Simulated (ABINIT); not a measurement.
**Beyond one shot: AlGaN2 (P3m1)**

How far does self-consistency move the gap of AlGaN2 (P3m1)?

Program: ABINIT 10.8.3. Level of theory: LDA and many-body steps on it, plane waves. Results are calculated unless marked as measured.

### 1. Starting point

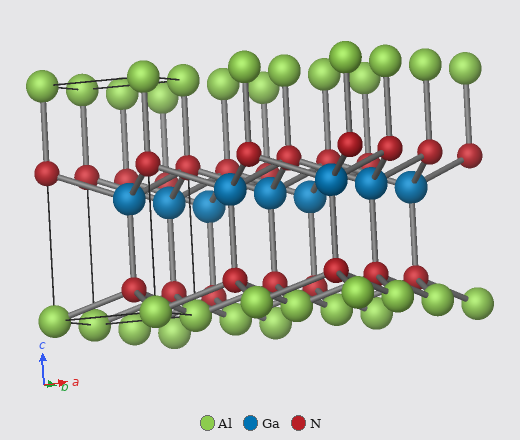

Start, viewed from a free direction; aluminium green, gallium blue, nitrogen red. 3×3×1 cells are drawn. Bonds to atoms that aren't drawn are left out. Some periodic images of atoms are drawn too.

The cell and positions are those that the Materials Project relaxed with its own functionals (PBE, PBE+U or r2SCAN), kept fixed.

### 2. Empty states on the mesh, 3×3×2 mesh, 45 bands

This step: ABINIT 10.8.3; DFT, LDA, plane waves, norm-conserving pseudopotentials.

The sums over transitions need many empty states on a uniform mesh; this step solves for them.

run.abi reads:

```
acell 3*1.0 Angstrom
rprim 
  3.145282644058 -0.000000000015 0.000000000000
  -1.572641322016 2.723894671844 0.000000000000
  0.000000000000 0.000000000000 5.096893730000
ntypat 3
znucl 13 31 7
natom 4
typat 1 2 3 3
xred 
  0.000000000000 0.000000000000 0.999263770000
  0.666666666667 0.333333333333 0.497174210000
  0.666666666667 0.333333333333 0.111803640000
  0.000000000000 0.000000000000 0.628158390000
pp_dirpath "pseudos"
pseudos "Al.upf, Ga.upf, N.upf"
ecut 36
ngkpt 3 3 2
nshiftk 1
shiftk 0 0 0
kptopt 1
chksymbreak 0
iscf -2
irdden 1
istwfk *1
nband 45
nbdbuf 4
tolwfr 1e-09
nstep 60
prtvol 0
indata_prefix "in"
outdata_prefix "out"
tmpdata_prefix "tmp"
```

The run is started by

```
$ OMP_NUM_THREADS=1 mpirun -n 4 abinit run.abi > log
```

Numbers of over 12 decimals in the logs are rounded to 6 here.

The log of the run:

```text
.Version 10.8.3 of ABINIT. v10.8.2 released Aug 2026.

 Symmetries : space group P3 m 1 (#156); Bravais hP (primitive hexag.)
[... echo of the input left out ...]
== DATASET  1 ==================================================================
-   mpi_nproc: 4, omp_nthreads: 1 (-1 if OMP is not activated)

--- !DatasetInfo
iteration_state: {dtset: 1, }
dimensions: {natom: 4, nkpt: 6, mband: 45, nsppol: 1, nspinor: 1, nspden: 1, mpw: 3066, }
cutoff_energies: {ecut:  36.0, pawecutdg:  -1.0, }
[...]
0.84156    0.84156    0.87230    0.93739    1.03317    1.05083    1.05083    1.19959
   1.19959    1.21708    1.29836    1.30187    1.30187    1.42375    1.42375    1.50628
   1.56083    1.56083    1.56406    1.57953    1.57953
 prteigrs : prtvol=0 or 1, do not print more k-points.

== END DATASET(S) ==============================================================
================================================================================

 -outvars: echo values of variables after computation  --------
            nband          45
             nkpt           6
          spgroup         156
 [... the other variables as echoed above ...]

 Calculation completed.
```

Elapsed: 7.3 s, on 4 MPI ranks of Arm Neoverse V2, shared host; peak memory 0.28 GiB.

This step gave:

```yaml
gap: 2.921 eV
k_of_the_valence_top: 0, 0, 0
k_of_the_conduction_bottom: 0, 0, 0
least_direct_gap: 2.921 eV
k_points_computed: 6
lowest_point_of_the_top_converged_band_above_the_valence_top: 33.90 eV
```

On this mesh the gap is 2.921 eV.

The density comes from a self-consistent run that is not shown.

### 3. Screening, 3×3×2 mesh, 41 bands, screening to 106.1 eV

The RPA dielectric matrix is built and inverted for each q.

This step: RPA screening on LDA, plane waves, norm-conserving pseudopotentials.

Edit run.abi of step 2 so:

```diff
@@ -22,10 +22,11 @@
 chksymbreak 0
-iscf -2
-irdden 1
 istwfk *1
-nband 45
-nbdbuf 4
-tolwfr 1e-09
-nstep 60
-prtvol 0
+occopt 1
+irdwfk 1
+optdriver 3
+nband 41
+ecuteps 3.9
+inclvkb 2
+awtr 1
+symchi 1
 indata_prefix "in"
```

The log of the run:

```text
.Version 10.8.3 of ABINIT. v10.8.2 released Aug 2026.

 Symmetries : space group P3 m 1 (#156); Bravais hP (primitive hexag.)
[... echo of the input left out ...]
== DATASET  1 ==================================================================
-   mpi_nproc: 4, omp_nthreads: 1 (-1 if OMP is not activated)

--- !DatasetInfo
iteration_state: {dtset: 1, }
dimensions: {natom: 4, nkpt: 6, mband: 41, nsppol: 1, nspinor: 1, nspden: 1, mpw: 3066, }
cutoff_energies: {ecut:  36.0, pawecutdg:  -1.0, }
electrons: {nelect:   2.60000000E+01, charge:   0.00000000E+00, occopt:   1.00000000E+00, tsmear:   1.00000000E-02, }

 SCREENING: Calculation of the susceptibility and dielectric matrices

 Based on a program developped by R.W. Godby, V. Olevano, G. Onida, and L. Reining.
 Incorporated in ABINIT by V. Olevano, G.-M. Rignanese, and M. Torrent.
.Using double precision arithmetic ; gwpc =  8

[... cell and pseudopotentials left out ...]
--------------------------------------------------------------------------------

 ==== K-mesh for the wavefunctions ====
 Number of points in the irreducible wedge :     6
[... list of points left out ...]
 Together with  6 symmetry operations and time-reversal symmetry
 yields    18 points in the full Brillouin Zone.

 ==== Q-mesh for the screening function ====
 Number of points in the irreducible wedge :     6
[... list of points left out ...]
 Together with  6 symmetry operations and time-reversal symmetry
 yields    18 points in the full Brillouin Zone.

 setmesh: FFT mesh size selected  =    20x   20x   36
          total number of points  =        14400

 vcoul_init : cutoff-mode = AUXILIARY_FUNCTION
 q-points for optical limit:   1
     1)      0.000010    0.000020    0.000030

- screening: taking advantage of time-reversal symmetry
- Maximum band index for partially occupied states nbvw = 13
- Remaining bands to be divided among processors   nbcw = 28
- Number of bands treated by each node ~7

 Number of electrons calculated from density =   26.0000; Expected =   26.0000
 average of density, n =  0.088231
 r_s =    1.3935
 omega_plasma =   28.6527 [eV]

 calculating chi0 at frequencies [eV] :
  1    0.000000E+00    0.000000E+00
  2    0.000000E+00    2.865274E+01

--------------------------------------------------------------------------------
  q-point number  1        q = ( 0.000000, 0.000000, 0.000000) [r.l.u.]
--------------------------------------------------------------------------------
[... chi0 elements left out ...]
 For q-point:  0.000010 0.000020 0.000030
  dielectric constant =   6.4595
  dielectric constant without local fields =   6.9677

  Average fulfillment of the sum rule on Im[epsilon] for q-point    1 :     35.72  [%]
[... wings left out ...]
  q-point number  2        q = ( 0.333333, 0.000000, 0.000000) [r.l.u.]
--------------------------------------------------------------------------------
[... chi0 elements left out ...]
  Average fulfillment of the sum rule on Im[epsilon] for q-point    2 :     43.70  [%]

 [... 4 further q-points ...]
```

It took 4.3 s on 4 MPI ranks; peak memory 0.43 GiB.

This step gave:

```yaml
eps_infinity_with_local_fields_on_this_mesh_along_the_program_s_q_direction: 6.460
the_same_without_local_fields: 6.968
plasma_frequency: 28.65 eV
plane_waves_in_the_screening_matrix: 111
```

Local fields lower ε∞ by 7 %. On a Γ-centred mesh this coarse the value itself is usually too large, while a short band sum pulls it down.

### 4. G0W0

The self-energy is evaluated for the states that the input lists, and the levels follow from it, in one-shot runs by the linearised quasiparticle equation.

This step: G0W0 on LDA, plane waves, norm-conserving pseudopotentials.

Edit run.abi of step 3 so:

```diff
@@ -25,8 +25,15 @@
 irdwfk 1
-optdriver 3
+optdriver 4
 nband 41
+gwcalctyp 0
+ecutsigx 36
+symsigma 1
+nkptgw 1
+kptgw 
+  0.0000000000 0.0000000000 0.0000000000
+bdgw 
+  12 15
 ecuteps 3.9
-inclvkb 2
-awtr 1
-symchi 1
+irdscr 1
+ppmodel 1
 indata_prefix "in"
```

The log of the run:

```text
.Version 10.8.3 of ABINIT. v10.8.2 released Aug 2026.

 Symmetries : space group P3 m 1 (#156); Bravais hP (primitive hexag.)
[... echo of the input left out ...]
== DATASET  1 ==================================================================
-   mpi_nproc: 4, omp_nthreads: 1 (-1 if OMP is not activated)

--- !DatasetInfo
iteration_state: {dtset: 1, }
dimensions: {natom: 4, nkpt: 6, mband: 41, nsppol: 1, nspinor: 1, nspden: 1, mpw: 3066, }
cutoff_energies: {ecut:  36.0, pawecutdg:  -1.0, }
electrons: {nelect:   2.60000000E+01, charge:   0.00000000E+00, occopt:   1.00000000E+00, tsmear:   1.00000000E-02, }

 SIGMA: Calculation of the GW corrections

 Based on a program developped by R.W. Godby, V. Olevano, G. Onida, and L. Reining.
 Incorporated in ABINIT by V. Olevano, G.-M. Rignanese, and M. Torrent.
.Using double precision arithmetic ; gwpc =  8

[... cell and pseudopotentials left out ...]
--------------------------------------------------------------------------------

 ==== K-mesh for the wavefunctions ====
 Number of points in the irreducible wedge :     6
[... list of points left out ...]
 Together with  6 symmetry operations and time-reversal symmetry
 yields    18 points in the full Brillouin Zone.

 ==== Q-mesh for screening function ====
 Number of points in the irreducible wedge :     6
[... list of points left out ...]
 Together with  6 symmetry operations and time-reversal symmetry
 yields    18 points in the full Brillouin Zone.

 vcoul_init : cutoff-mode = AUXILIARY_FUNCTION
 q-points for optical limit:   1
     1)      0.000010    0.000020    0.000030
 setmesh: FFT mesh size selected  =    27x   27x   54
          total number of points  =        39366

 Number of electrons calculated from density =   26.0000; Expected =   26.0000
 average of density, n =  0.088231
 r_s =    1.3935
 omega_plasma =   28.6527 [eV]

 === KS Band Gaps ===
  >>>> For spin  1
   Minimum direct gap =   2.9210 [eV], located at k-point      :   0.0000  0.0000  0.0000
   Fundamental gap    =   2.9210 [eV], Top of valence bands at :   0.0000  0.0000  0.0000
                                       Bottom of conduction at :   0.0000  0.0000  0.0000
 SIGMA fundamental parameters:
 PLASMON POLE MODEL  1
 number of plane-waves for SigmaX                 3027
 number of plane-waves for SigmaC and W            111
 number of plane-waves for wavefunctions          3027
 number of bands                                    41
 number of independent spin polarizations            1
 number of spinorial components                      1
 number of k-points in IBZ                           6
 number of q-points in IBZ                           6
 number of symmetry operations                       6
 number of k-points in BZ                           18
 number of q-points in BZ                           18
 number of frequencies for dSigma/dE                 9
 frequency step for dSigma/dE [eV]                0.25
 number of omega for Sigma on real axis              0
 max omega for Sigma on real axis  [eV]           0.00
 zcut for avoiding poles [eV]                     0.10

 EPSILON^-1 parameters (SCR file):
 dimension of the eps^-1 matrix on file            111
 dimension of the eps^-1 matrix used               111
 number of plane-waves for wavefunctions          3027
 number of bands                                    41
 number of q-points in IBZ                           6
 number of frequencies                               2
 number of real frequencies                          1
 number of imag frequencies                          1

 matrix elements of self-energy operator (all in [eV])

 Perturbative Calculation

--- !SelfEnergy_ee
iteration_state: {dtset: 1, }
kpoint     : [   0.000,    0.000,    0.000, ]
spin       : 1
KS_gap     :    2.921
QP_gap     :    3.798
Delta_QP_KS:    0.877
data: !SigmaeeData |
     Band     E0 <VxcDFT>   SigX SigC(E0)      Z dSigC/dE  Sig(E)    E-E0       E
       12   5.381 -17.816 -21.198   3.849   0.796  -0.257 -17.444   0.372   5.753
       13   5.381 -17.816 -21.198   3.849   0.796  -0.257 -17.444   0.372   5.753
       14   8.302 -13.907  -9.027  -3.354   0.818  -0.222 -12.658   1.249   9.551
       15  10.864 -12.213  -6.717  -3.855   0.829  -0.206 -10.853   1.361  12.225

== END DATASET(S) ==============================================================
================================================================================

 -outvars: echo values of variables after computation  --------
           etotal      0.0000000000E+00
            nband          41
             nkpt           6
          spgroup         156
 [... the other variables as echoed above ...]

 Calculation completed.
```

The job ended after 2.8 s (4 MPI ranks; peak memory 0.11 GiB).

Numbers from this step:

```yaml
g0w0_gap_on_the_points_computed: 3.798 eV
starting_gap_on_the_mesh: 2.921 eV
k_of_the_valence_top: 0, 0, 0
k_of_the_conduction_bottom: 0, 0, 0
z_at_the_valence_top: 0.796
z_at_the_conduction_bottom: 0.818
least_direct_g0w0_gap_on_the_computed_points: 3.798 eV
```

The gap on the mesh goes from 2.92 eV to 3.80 eV, a correction of +0.88 eV.

### 5. evGW0, cycle 1

This step: evGW0 on LDA, plane waves, norm-conserving pseudopotentials.

Edit run.abi of step 4 so:

```diff
@@ -27,10 +27,20 @@
 nband 41
-gwcalctyp 0
+gwcalctyp 10
 ecutsigx 36
 symsigma 1
-nkptgw 1
+nkptgw 6
 kptgw 
   0.0000000000 0.0000000000 0.0000000000
+  0.3333333333 0.0000000000 0.0000000000
+  0.3333333333 0.3333333333 0.0000000000
+  0.0000000000 0.0000000000 0.5000000000
+  0.3333333333 0.0000000000 0.5000000000
+  0.3333333333 0.3333333333 0.5000000000
 bdgw 
-  12 15
+  8 19
+  8 19
+  8 19
+  8 19
+  8 19
+  8 19
 ecuteps 3.9
```

The log of the run:

```text
.Version 10.8.3 of ABINIT. v10.8.2 released Aug 2026.

 Symmetries : space group P3 m 1 (#156); Bravais hP (primitive hexag.)
[... echo of the input left out ...]
== DATASET  1 ==================================================================
-   mpi_nproc: 4, omp_nthreads: 1 (-1 if OMP is not activated)

--- !DatasetInfo
iteration_state: {dtset: 1, }
dimensions: {natom: 4, nkpt: 6, mband: 41, nsppol: 1, nspinor: 1, nspden: 1, mpw: 3066, }
cutoff_energies: {ecut:  36.0, pawecutdg:  -1.0, }
electrons: {nelect:   2.60000000E+01, charge:   0.00000000E+00, occopt:   1.00000000E+00, tsmear:   1.00000000E-02, }

 SIGMA: Calculation of the GW corrections

 Based on a program developped by R.W. Godby, V. Olevano, G. Onida, and L. Reining.
 Incorporated in ABINIT by V. Olevano, G.-M. Rignanese, and M. Torrent.
.Using double precision arithmetic ; gwpc =  8

[... cell and pseudopotentials left out ...]
--------------------------------------------------------------------------------

 ==== K-mesh for the wavefunctions ====
 Number of points in the irreducible wedge :     6
[... list of points left out ...]
 Together with  6 symmetry operations and time-reversal symmetry
 yields    18 points in the full Brillouin Zone.

 ==== Q-mesh for screening function ====
 Number of points in the irreducible wedge :     6
[... list of points left out ...]
 Together with  6 symmetry operations and time-reversal symmetry
 yields    18 points in the full Brillouin Zone.

 vcoul_init : cutoff-mode = AUXILIARY_FUNCTION
 q-points for optical limit:   1
     1)      0.000010    0.000020    0.000030
 setmesh: FFT mesh size selected  =    27x   27x   54
          total number of points  =        39366

 Number of electrons calculated from density =   26.0000; Expected =   26.0000
[...]
KS_gap     :    6.434
QP_gap     :    7.647
Delta_QP_KS:    1.212
data: !SigmaeeData |
     Band     E_DFT   <VxcDFT>   E(N-1)  <Hhartree>   SigX  SigC[E(N-1)]    Z     dSigC/dE  Sig[E(N)]  DeltaE  E(N)_pert E(N)_diago
[...]
--- !SelfEnergy_ee
iteration_state: {dtset: 1, }
kpoint     : [   0.333,    0.333,    0.500, ]
spin       : 1
KS_gap     :    7.581
QP_gap     :    9.065
Delta_QP_KS:    1.483
data: !SigmaeeData |
     Band     E_DFT   <VxcDFT>   E(N-1)  <Hhartree>   SigX  SigC[E(N-1)]    Z     dSigC/dE  Sig[E(N)]  DeltaE  E(N)_pert E(N)_diago
[...]
18    15.116   -15.842    15.116    30.958    -9.003    -4.237     0.799    -0.251   -13.762     2.079    17.195    17.718
       19    16.417   -14.036    16.417    30.453    -7.180    -4.530     0.801    -0.249   -12.174     1.862    18.279    18.742

 New Fermi energy :        2.880423E-01 Ha ,    7.838031E+00 eV

 === QP Band Gaps ===
  >>>> For spin  1
   Minimum direct gap =   3.9795 [eV], located at k-point      :   0.0000  0.0000  0.0000
   Fundamental gap    =   3.9795 [eV], Top of valence bands at :   0.0000  0.0000  0.0000
                                       Bottom of conduction at :   0.0000  0.0000  0.0000

 writing QP data on file : out_QPS

 Convergence of QP corrections
 >>>>> For spin  1 <<<<<
.  kptgw no:  1; Maximum DeltaE = (  -0.092  -0.000) for band index:  9
.  kptgw no:  2; Maximum DeltaE = (  -0.268  -0.000) for band index: 10
.  kptgw no:  3; Maximum DeltaE = (  -0.286  -0.000) for band index:  8
.  kptgw no:  4; Maximum DeltaE = (  -0.092   0.000) for band index: 10
.  kptgw no:  5; Maximum DeltaE = (   0.022   0.000) for band index: 11
.  kptgw no:  6; Maximum DeltaE = (  -0.400   0.000) for band index: 11

== END DATASET(S) ==============================================================
================================================================================

 -outvars: echo values of variables after computation  --------
           etotal      0.0000000000E+00
            nband          41
             nkpt           6
          spgroup         156
 [... the other variables as echoed above ...]

 Calculation completed.
```

It took 8 s on 4 MPI ranks; peak memory 0.66 GiB; 32 s of CPU time.

Numbers from this step:

* quasiparticle gap on the mesh: 3.980 eV
* gap of the density functional on the mesh: 2.921 eV
* k of the valence top: 0, 0, 0
* k of the conduction bottom: 0, 0, 0
* Z at the valence top: 0.796
* Z at the conduction bottom: 0.818
* least direct quasiparticle gap on the computed points: 3.980 eV

Against G0W0 in ABINIT (3×3×2 mesh, 41 bands, screening to 106.1 eV, Godby-Needs plasmon pole), the gap moves by +0.182 eV. This first cycle still uses the starting levels; it takes the full correction, at all points of the mesh, and its linearised value is 3.798 eV.

### 6. evGW0, cycle 2

The corrected levels of the last cycle go back in.

Edit run.abi of step 5 so:

```diff
@@ -48,2 +48,3 @@
 ppmodel 1
+irdqps 1
 indata_prefix "in"
```

The log of the run:

```text
.Version 10.8.3 of ABINIT. v10.8.2 released Aug 2026.

 Symmetries : space group P3 m 1 (#156); Bravais hP (primitive hexag.)
[... echo of the input left out ...]
== DATASET  1 ==================================================================
-   mpi_nproc: 4, omp_nthreads: 1 (-1 if OMP is not activated)

--- !DatasetInfo
iteration_state: {dtset: 1, }
dimensions: {natom: 4, nkpt: 6, mband: 41, nsppol: 1, nspinor: 1, nspden: 1, mpw: 3066, }
cutoff_energies: {ecut:  36.0, pawecutdg:  -1.0, }
[...]
.  kptgw no:  4; Maximum DeltaE = (   0.022   0.000) for band index: 11
.  kptgw no:  5; Maximum DeltaE = (   0.021   0.000) for band index: 12
.  kptgw no:  6; Maximum DeltaE = (   0.076   0.000) for band index: 11

== END DATASET(S) ==============================================================
================================================================================

 -outvars: echo values of variables after computation  --------
           etotal      0.0000000000E+00
            nband          41
             nkpt           6
          spgroup         156
 [... the other variables as echoed above ...]

 Calculation completed.
```

Elapsed: 8 s, on 4 MPI ranks; peak memory 0.66 GiB; 32 s of CPU time.

Numbers from this step:

- quasiparticle gap on the mesh: 3.946 eV
- gap of the density functional on the mesh: 2.921 eV
- k of the valence top: 0, 0, 0
- k of the conduction bottom: 0, 0, 0
- least direct quasiparticle gap on the computed points: 3.946 eV

Against the cycle before, the gap moves by −0.034 eV.

### 7. evGW0, cycle 3

run.abi is that of step 6.

The log of the run:

```text
.Version 10.8.3 of ABINIT. v10.8.2 released Aug 2026.

 Symmetries : space group P3 m 1 (#156); Bravais hP (primitive hexag.)
[... echo of the input left out ...]
== DATASET  1 ==================================================================
-   mpi_nproc: 4, omp_nthreads: 1 (-1 if OMP is not activated)

--- !DatasetInfo
iteration_state: {dtset: 1, }
dimensions: {natom: 4, nkpt: 6, mband: 41, nsppol: 1, nspinor: 1, nspden: 1, mpw: 3066, }
cutoff_energies: {ecut:  36.0, pawecutdg:  -1.0, }
[...]
.  kptgw no:  4; Maximum DeltaE = (  -0.005  -0.000) for band index:  1
.  kptgw no:  5; Maximum DeltaE = (  -0.001   0.000) for band index: 12
.  kptgw no:  6; Maximum DeltaE = (  -0.001   0.000) for band index: 12

== END DATASET(S) ==============================================================
================================================================================

 -outvars: echo values of variables after computation  --------
           etotal      0.0000000000E+00
            nband          41
             nkpt           6
          spgroup         156
 [... the other variables as echoed above ...]

 Calculation completed.
```

Elapsed: 7.9 s, on 4 MPI ranks; peak memory 0.66 GiB; 31 s of CPU time.

This step gave:

```
quasiparticle gap on the mesh                         : 3.940 eV
gap of the density functional on the mesh             : 2.921 eV
k of the valence top                                  : 0, 0, 0
k of the conduction bottom                            : 0, 0, 0
least direct quasiparticle gap on the computed points : 3.940 eV
```

Against the cycle before, the gap moves by −0.006 eV.

[end of part 1 of 3]

[Paths, hosts, dates, memory and timing lines, banners, echoed tables and standing remarks are left out of the program output.]

[Logs are printed without paths, hosts, clocks, repeated set-up lines and the standing remarks that a program may print on its own settings, such as how far it seeks lower states.]

[Runs of the session that timed out or met a known fault of the program may be left out.]

[Hosts, paths, dates, database ids (printed as entryN), source tags and the programs' standing remarks are cut or masked in the printed files.]

[G0W0 gaps are taken among the corrected bands and points alone; a level outside them can change the order at an edge.]

[Where Ansatz stands beside ABINIT at settings called matched, ABINIT's density can come from a denser mesh and the files from another edition; pairs whose starting gaps differed by over 0.03 eV were left out, so agreement reads better than it is.]
